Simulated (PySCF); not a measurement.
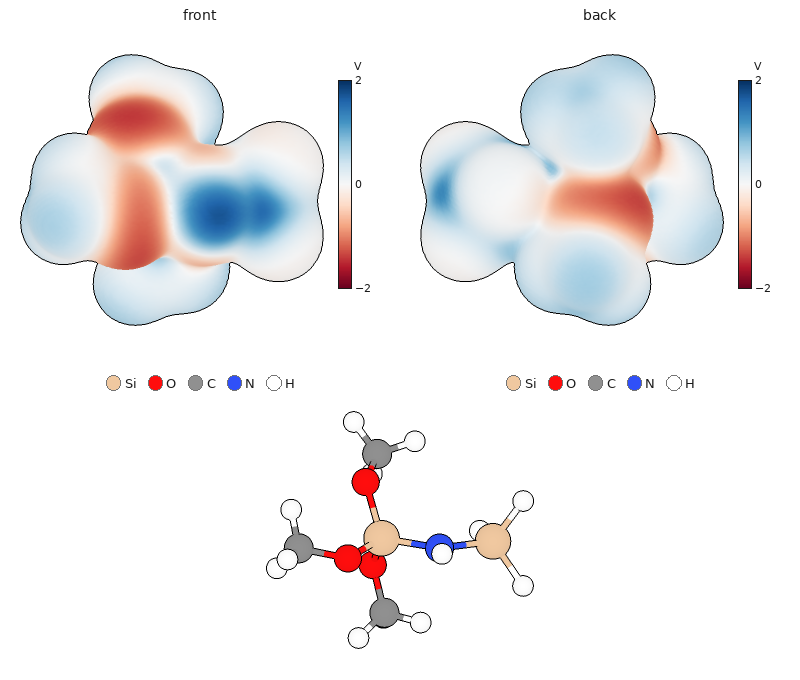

*C3H13NO3Si2. The electrostatic potential painted on the density surface at 0.002 e/bohr³, seen from the front and from behind; red is negative and blue positive. The bare structure is drawn below in the same view.*

Geometry: PBE0-D3(BJ)/def2-SVP.

Theory: PBE0/pcSseg-1, SCF density, gas phase, non-relativistic (PySCF 2.14.0).

```csv
atom,x (Å),y (Å),z (Å)
Si,-0.2043,-0.4209,0.0343
O,-0.3821,-2.0145,-0.3316
C,-1.4306,-2.5434,-1.1000
O,0.3172,0.5294,-1.2133
C,1.5909,0.4695,-1.7926
O,-1.7068,0.1516,0.3866
C,-2.0826,1.4971,0.4775
N,0.9493,-0.4010,1.3078
Si,1.7342,0.9614,2.0488
H,-1.4230,-3.6394,-0.9998
H,-2.4108,-2.1653,-0.7644
H,-1.3138,-2.2963,-2.1700
H,1.7482,1.3718,-2.4029
H,2.3921,0.4228,-1.0331
H,1.6964,-0.4127,-2.4478
H,-1.7381,1.9516,1.4244
H,-3.1813,1.5620,0.4532
H,-1.6780,2.0921,-0.3589
H,1.0671,-1.3068,1.7552
H,1.3543,2.1676,1.2560
H,1.3134,1.1597,3.4715
H,3.2244,0.8186,2.0419
```

Question: Describe the electrostatic potential map.

Answer: The most negative region (about −1.4 V) lies over O4 and O6, the most positive (about +1.6 V) over H19.

Question: How polar is the molecule by this calculation?

Answer: Its dipole moment is 0.51 D.
